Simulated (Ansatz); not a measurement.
# H2Br (doublet): one geometry, many settings at distance H1–H2 along a hydrogen transfer = 1.016 Å

What do other methods and options give for H2Br (doublet) at this geometry, and how long do they take?

The runs use Ansatz 0.2.0, Gaussian basis; the settings change from run to run.

7 further runs of the same task are left out: 6 that didn't finish, 1 set aside as unsound or not needed.

### 1 The geometry

The geometry derives from fragments relaxed apart (PBE0/def2-TZVP) and kept rigid, so it is no stationary point. A hydrogen atom is moved between rigid fragments. No spin-orbit coupling is included. The filled d shell of Br may be among the frozen orbitals whatever the setting's name suggests; the logs give the count.

3 atoms, charge 0, spin multiplicity 2.

Atoms are counted from 1 here; the program's logs count them from 0.

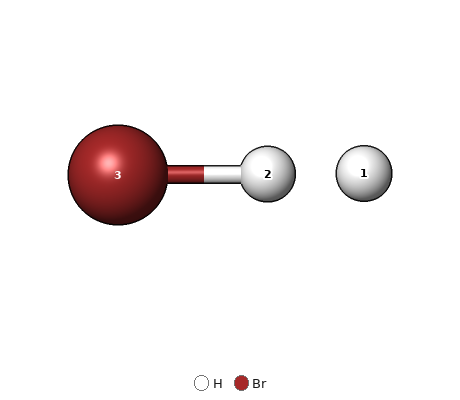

The structure; hydrogen white, bromine red; atoms are numbered from 1 in the order of the file.

### 2 HF/6-31G

Input file in.yaml:

```yaml
crystal:
  periodic: [false, false, false]
  atoms:
    - {symbol: H, position_ang: [0.000000, 0.000000, -1.202333]}
    - {symbol: H, position_ang: [0.000000, 0.000000, -0.186333]}
    - {symbol: Br, position_ang: [0.000000, 0.000000, 1.388667]}
basis:
  gaussian: {orbitals: 6-31G, fitting: {mean_field: def2-universal-jkfit}, point_charges: [{charge: 1.00, position_ang: [3.694, 0.104, 0.534]}]}
magnetization: {spin_polarized: true, initial_magnetization: 1}
hamiltonian: {xc: hf}
output: {orbitals: {seedname: orbitals}}
```

On the command line:

```console
> ansatz run in.yaml --threads 1 --pin off --events-out ev --progress --plain --max-ram 2393MiB
```

Standard output:

```text
Functional definition: HF
  name "HF"
  cite "Fock, Z. Phys. 61, 126 (1930) doi:10.1007/BF01340294"
  parent pbe
  exchange = exact_x
  correlation = 0
302 factors; integrals over basis functions are off by at most 7.9e-2 eV
mean field evaluation 1: about -70017.4367 eV, gradient 7.9e0 eV
mean field evaluation 2: about -70018.0479 eV, gradient 3.0e0 eV
mean field evaluation 4: about -70018.1621 eV, gradient 7.4e-1 eV
mean field -70018.17153989 eV, -2573.1203440697 hartree, gradient 1.2e-5 eV, S^2 0.795361; 0 other end points of the search recorded, 0 dependent functions left out
reference -70018.17153989 eV, -2573.1203440697 hartree; 19, 18 occupied and 14, 15 virtual orbitals, 302 factors
Total energy: -70018.17153989 eV, -2573.1203440697 hartree
```

Wall time 0.18 s (1 thread of Arm Neoverse V1, shared host).

From the report: ⟨S²⟩ of the determinant 0.795 (pure doublet: 0.75).

### 3 CCSDT(Q) on ROHF/6-31G

Input file in.yaml:

```yaml
crystal:
  periodic: [false, false, false]
  atoms:
    - {symbol: H, position_ang: [0.000000, 0.000000, -1.202333]}
    - {symbol: H, position_ang: [0.000000, 0.000000, -0.186333]}
    - {symbol: Br, position_ang: [0.000000, 0.000000, 1.388667]}
basis:
  gaussian: {orbitals: 6-31G}
magnetization: {spin_polarized: false, initial_magnetization: 1}
correlation: {method: ccsdt_q, electrons: outside_noble_gas, diis_vectors: 12}
scf: {lower_state_search: light}
```

Launched as before.

Standard output (excerpt; [...] marks lines left out):

```text
Functional definition: HF
  name "HF"
  cite "Fock, Z. Phys. 61, 126 (1930) doi:10.1007/BF01340294"
  parent pbe
[...]
498 factors; integrals over basis functions are off by at most 6.9e-8 eV
[...]
mean field -70017.78574037 eV, -2573.1061661990 hartree, gradient 1.9e-6 eV, S^2 0.750000; 3 other end points of the search recorded, 0 dependent functions left out
[...]
determinant -70017.78574037 eV, -2573.1061661990 hartree, with singles and doubles -70019.71727645 eV, -2573.1771488404 hartree
determinant -70016.16905626 eV, -2573.0467541537 hartree, with singles and doubles -70017.78347915 eV, -2573.1060831004 hartree
14 core orbitals not correlated: weight in the atoms' cores, before any rotation towards them, 1.000 or more for the frozen orbitals, at most 0.000 for the correlated occupied ones
reference -70017.78574037 eV, -2573.1061661990 hartree; 5, 4 occupied and 14, 15 virtual orbitals, 498 factors
second order -1.43394654 eV of doubles, -0.13090627 eV of singles
cycle   1  -1.81710083 eV  change   -2.5e-1 eV  update   4.7e-2
[...]
cycle  11  -1.97354616 eV  change   -9.9e-7 eV  update   1.0e-6
perturbative correction -0.00033306 eV, -0.0000122397 hartree
Total energy: -70019.75961959 eV, -2573.1787049224 hartree
```

Run time: 4.2 s. Hardware: 1 thread of Arm Neoverse V1, shared host.

From the report: correlation -1.9739 eV; T1 0.025; largest double amplitude 0.10.

### 4 BCCD/def2-SVPD

Input file in.yaml:

```yaml
crystal:
  periodic: [false, false, false]
  atoms:
    - {symbol: H, position_ang: [0.000000, 0.000000, -1.202333]}
    - {symbol: H, position_ang: [0.000000, 0.000000, -0.186333]}
    - {symbol: Br, position_ang: [0.000000, 0.000000, 1.388667]}
basis:
  gaussian: {orbitals: def2-SVPD}
magnetization: {spin_polarized: false, initial_magnetization: 1}
hamiltonian: {xc: {name: r2SCAN}}
correlation: {method: bccd, electrons: outside_noble_gas}
scf: {omitted_lower_state_checks: [cluster_reference]}
```

Launched as before.

Standard output (excerpt; [...] marks lines left out):

```text
Functional definition: r2SCAN
  name "r2SCAN"
  cite "Furness, Kaplan, Ning, Perdew & Sun, J. Phys. Chem. Lett. 11, 8208 (2020) doi:10.1021/acs.jpclett.0c02405"
  cite "Furness, Kaplan, Ning, Perdew & Sun, J. Phys. Chem. Lett. 11, 9248 (2020) doi:10.1021/acs.jpclett.0c03077"
  parent r2scan
[...]
553 factors; integrals over basis functions are off by at most 8.1e-4 eV
[...]
mean field -70067.88437775 eV, -2574.9472571645 hartree, gradient 2.4e-6 eV, S^2 0.750000; 2 other end points of the search recorded, 0 dependent functions left out
14 core orbitals not correlated: weight in the atoms' cores, before any rotation towards them, 1.000 or more for the frozen orbitals, at most 0.000 for the correlated occupied ones
reference -70019.13174913 eV, -2573.1556311083 hartree; 5, 4 occupied and 38, 39 virtual orbitals, 553 factors
second order -4.20282506 eV of doubles, -0.22488110 eV of singles
cycle   1  -4.76067981 eV  change   -3.3e-1 eV  update   4.3e-2
[...]
cycle  10  -4.88027952 eV  change    2.0e-6 eV  update   4.8e-6
Total energy: -70024.01202865 eV, -2573.3349780729 hartree
Checks for a lower state left out: cluster_reference
```

Run time: 5.5 s. Hardware: 1 thread of Arm Neoverse V1, shared host.

From the report: correlation -4.8803 eV; largest double amplitude 0.05.

### 5 CCSD(T) on UHF/6-31G

Input file in.yaml:

```yaml
crystal:
  periodic: [false, false, false]
  atoms:
    - {symbol: H, position_ang: [0.000000, 0.000000, -1.202333]}
    - {symbol: H, position_ang: [0.000000, 0.000000, -0.186333]}
    - {symbol: Br, position_ang: [0.000000, 0.000000, 1.388667]}
basis:
  gaussian: {orbitals: 6-31G}
magnetization: {spin_polarized: true, initial_magnetization: 1}
correlation: {method: ccsd_t, electrons: outside_noble_gas}
scf: {lower_state_search: light}
output: {forces: true}
```

Launched as before.

Standard output (excerpt; [...] marks lines left out):

```text
Functional definition: HF
  name "HF"
  cite "Fock, Z. Phys. 61, 126 (1930) doi:10.1007/BF01340294"
  parent pbe
[...]
323 factors; integrals over basis functions are off by at most 7.2e-4 eV
[...]
mean field -70018.07212278 eV, -2573.1166905582 hartree, gradient 2.1e-6 eV, S^2 0.795958; 1 other end points of the search recorded, 0 dependent functions left out
determinant -70018.07212278 eV, -2573.1166905582 hartree, with singles and doubles -70019.71768800 eV, -2573.1771639646 hartree
determinant -70016.18932882 eV, -2573.0474991564 hartree, with singles and doubles -70017.78382519 eV, -2573.1060958173 hartree
14 core orbitals not correlated: weight in the atoms' cores, before any rotation towards them, 1.000 or more for the frozen orbitals, at most 0.000 for the correlated occupied ones
reference -70018.07212278 eV, -2573.1166905582 hartree; 5, 4 occupied and 14, 15 virtual orbitals, 323 factors
second order -1.27369154 eV of doubles, -0.00000000 eV of singles
cycle   1  -1.65713304 eV  change   -1.9e-1 eV  update   8.7e-3
[...]
cycle   9  -1.66440406 eV  change    2.2e-6 eV  update   1.2e-6
perturbative correction -0.01861470 eV, -0.0006840776 hartree
[...]
Total energy: -70019.75514154 eV, -2573.1785403570 hartree
Atom 0 at     0.000000     0.000000    -1.202333 Å, force     0.000000    -0.000000     0.764464 eV/Å
Atom 1 at     0.000000     0.000000    -0.186333 Å, force    -0.000000     0.000000    -2.139151 eV/Å
Atom 2 at     0.000000     0.000000     1.388667 Å, force     0.000000    -0.000000     1.374686 eV/Å
Dipole moment:     0.000000    -0.000000    -0.272390 e Å
```

It took 1.1 s on 1 thread of Arm Neoverse V1, shared host.

From the report: ⟨S²⟩ of the determinant 0.796 (pure doublet: 0.75); correlation -1.6830 eV; T1 0.014; largest double amplitude 0.10.

### 6 The runs in one table

Where basis and cores are those of an earlier FCI/6-31G run (-70019.7598 eV), and the state is the same kind, the miss against it is given.

| level | correlated | functions | energy (eV) | from FCI (meV) | time |
| --- | --- | --- | --- | --- | --- |
| HF/6-31G (beside a point charge) |  | 33 | -70018.1715 |  | 0.18 s |
| CCSDT(Q) on ROHF/6-31G | outside noble gas | 33 | -70019.7596 | 0.1 | 4.2 s |
| BCCD/def2-SVPD (on r2SCAN orbitals) | outside noble gas | 57 | -70024.0120 |  | 5.5 s |
| CCSD(T) on UHF/6-31G | outside noble gas | 33 | -70019.7551 | 4.6 | 1.1 s |

### 7 Results

```
quantity                                       value
    runs                                           4
quickest    HF/6-31G (beside a point charge), 0.18 s
 slowest  BCCD/def2-SVPD (on r2SCAN orbitals), 5.5 s
```

**Reading.** Total energies in different bases, with other cores or another treatment of relativity can't be set against each other. BCCD/def2-SVPD (on r2SCAN orbitals) took 31 times as long as HF/6-31G (beside a point charge); the jobs differ in more than the method. Among the correlated runs with a miss given, it spans +0 to +5 meV.
